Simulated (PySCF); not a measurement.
# C5H6 (Cyclopropylacetylene): what the fields show

```xyz
11

C     2.5267   -0.0782    0.1620
C     1.3482   -0.0443    0.4441
C    -0.0513   -0.0040    0.7723
C    -1.0576   -0.7246   -0.0968
C    -1.0156    0.7662   -0.1003
H     3.5719   -0.1088   -0.0828
H    -0.2622    0.0044    1.8472
H    -0.6678   -1.2532   -0.9697
H    -1.8840   -1.2276    0.4112
H    -1.8131    1.3169    0.4046
H    -0.5972    1.2677   -0.9760
```

Geometry: PBE0-D3(BJ)/def2-SVP.

The calculation used PySCF, PBE0/pcSseg-1, SCF density, gas phase, non-relativistic.

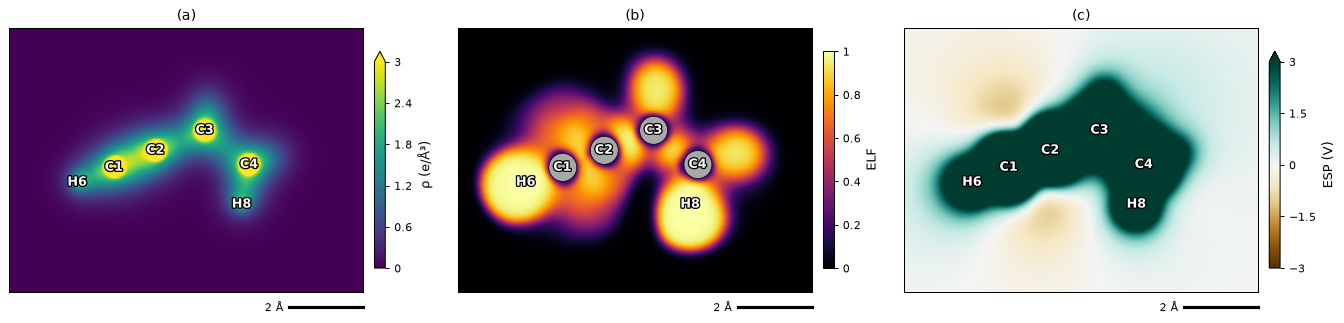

Figure 1. (a) total electron density; (b) ELF; (c) molecular electrostatic potential on the plane of atoms C3, C4 and H8. Grey discs cover the atomic cores in the ELF map.

### What do the fields say about this system?

The section cuts through C and H sites.
C–C (1.21 Å): the density is about 2.7 e/Å³ at the midpoint; the ELF peaks at about 0.85 between the atoms (a multiple bond).
C–H (1.07 Å): ρ is about 2 e/Å³ halfway; the ELF climbs to about 1 towards the hydrogen, as it does in any bond to H; an ordinary covalent bond to hydrogen.
Outside the dense part of the molecule the potential is most negative (−1.1 V) near C1.

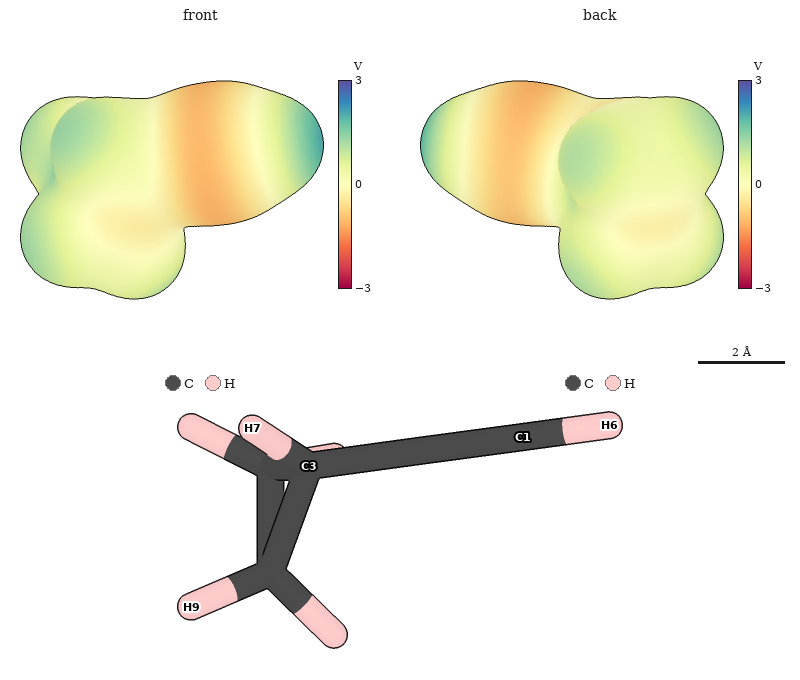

Figure 2. The electrostatic potential painted on the density surface at 0.004 e/bohr³, seen from the front and from behind; red is negative and blue positive. The bare structure is drawn below in the same view.

### Which sites attract a positive test charge, and which a negative one?

A positive charge is drawn to the negative regions and a negative charge to the positive ones. The most negative region (about −1.1 V) lies over C1 and C2, the most positive (about +1.9 V) over H6.

### How polar is the molecule by this calculation?

Its dipole moment is 0.93 D.
